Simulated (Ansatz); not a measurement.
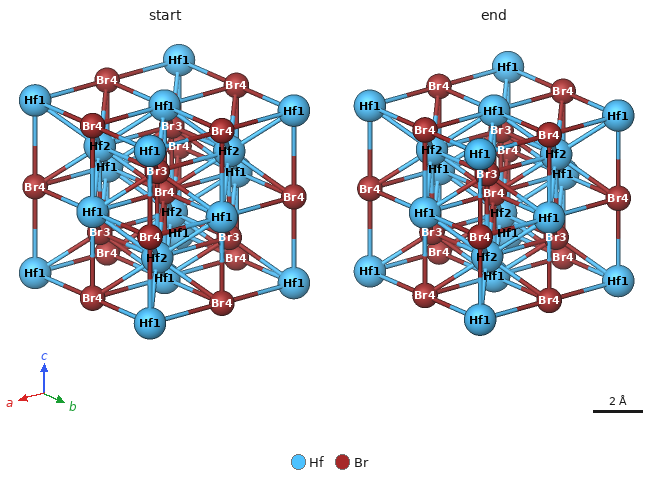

The structure of crystalline HfBr (a generated structure, set up in Fd-3m) (coarse preliminary run) before (left) and after (right) a relaxation, at one scale.

A ball-and-stick model of the conventional cell (4 times the calculation's cell), seen from a free direction. Lengths and directions refer to the drawn axes.

Level of theory: DFT PBE, scalar-relativistic, plane waves, PAW in Ansatz 0.2.0. (plane-wave cutoff 420 eV; k-point mesh 4 × 4 × 4; occupations gaussian; smearing width 0.1 eV; no spin polarisation; cell and atoms relaxed; force threshold 0.04 eV/Å; at most 70 steps)

What changed between the two?

After 1 accepted move (2 points after the start) the energy has fallen by 0.231 eV per cell of the calculation. All forces vanish by symmetry, so only the cell relaxes. Pressure: −4.75 GPa at the start and −0.32 GPa at the end. The SCF was repeated once at an unchanged geometry on a basis and grid sized afresh for the cell, which shifted the energy by 2.0 meV per cell of the calculation at most. The atoms keep their places relative to the cell (all moves are under 0.005 Å). The drawn cell changes as follows: a = b = c 7.649 → 7.341 Å (−4.0 %); the volume changes by −11.6 %. Some distances before and after: Hf1–Br4 3.825 → 3.671 Å, Hf1–Br3 3.312 → 3.179 Å, Hf1–Hf2 3.312 → 3.179 Å. The space group stays Fd-3m (No. 227).
